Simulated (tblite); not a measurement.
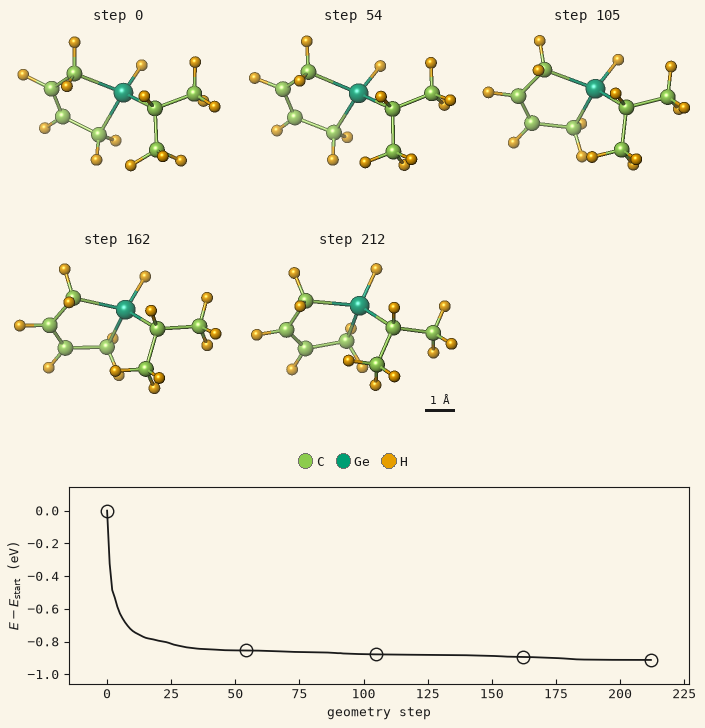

Frames of a relaxation of C7H14Ge, marked on the history of the run. A ball-and-stick model, seen at a tilt.

Level of theory: tblite, GFN2-xTB geometry optimisation, gas phase. 

Question: What happens along the run?

Answer: The atom that moves furthest after the best rigid fit is an H atom (1.65 Å). By element the largest moves are H 1.65 Å, C 0.90 Å, Ge 0.40 Å. Some distances before and after: C–Ge 1.929 → 2.015 Å, C–H 1.144 → 1.082 Å, C–C 1.274 → 1.322 Å, C–H 1.131 → 1.089 Å. Among the angles between lasting bonds that change: Ge–C–C 97.3° → 103.3°, Ge–C–H 106.9° → 112.4°, C–Ge–H 115.0° → 109.7°. Groups turn about C–Ge by about 50°, C–Ge by about 35°, C–Ge by about 35°. The energy falls by 0.912 eV in 212 geometry steps. From step 0 to 54: an H atom moves most (0.52 Å), energy −0.854 eV. From step 54 to 105: an H atom moves most (0.70 Å), energy −0.024 eV. From step 105 to 162: an H atom moves most (0.52 Å), energy −0.016 eV. From step 162 to 212: an H atom moves most (0.62 Å), energy −0.019 eV.

```json
{"step": "0", "E − E(0), eV": "0.0000"}
{"step": "1", "E − E(0), eV": "-0.3242"}
{"step": "2", "E − E(0), eV": "-0.4855"}
{"step": "3", "E − E(0), eV": "-0.5316"}
{"step": "4", "E − E(0), eV": "-0.5871"}
{"step": "5", "E − E(0), eV": "-0.6284"}
{"step": "6", "E − E(0), eV": "-0.6576"}
{"step": "7", "E − E(0), eV": "-0.6825"}
{"step": "8", "E − E(0), eV": "-0.7034"}
{"step": "9", "E − E(0), eV": "-0.7214"}
{"step": "10", "E − E(0), eV": "-0.7355"}
{"step": "21", "E − E(0), eV": "-0.7978"}
{"step": "31", "E − E(0), eV": "-0.8354"}
{"step": "42", "E − E(0), eV": "-0.8492"}
{"step": "53", "E − E(0), eV": "-0.8543"}
{"step": "63", "E − E(0), eV": "-0.8572"}
{"step": "74", "E − E(0), eV": "-0.8637"}
{"step": "84", "E − E(0), eV": "-0.8663"}
{"step": "95", "E − E(0), eV": "-0.8747"}
{"step": "106", "E − E(0), eV": "-0.8786"}
{"step": "116", "E − E(0), eV": "-0.8803"}
{"step": "127", "E − E(0), eV": "-0.8820"}
{"step": "138", "E − E(0), eV": "-0.8830"}
{"step": "148", "E − E(0), eV": "-0.8866"}
{"step": "159", "E − E(0), eV": "-0.8932"}
{"step": "169", "E − E(0), eV": "-0.8972"}
{"step": "180", "E − E(0), eV": "-0.9058"}
{"step": "191", "E − E(0), eV": "-0.9111"}
{"step": "201", "E − E(0), eV": "-0.9120"}
{"step": "212", "E − E(0), eV": "-0.9124"}
```
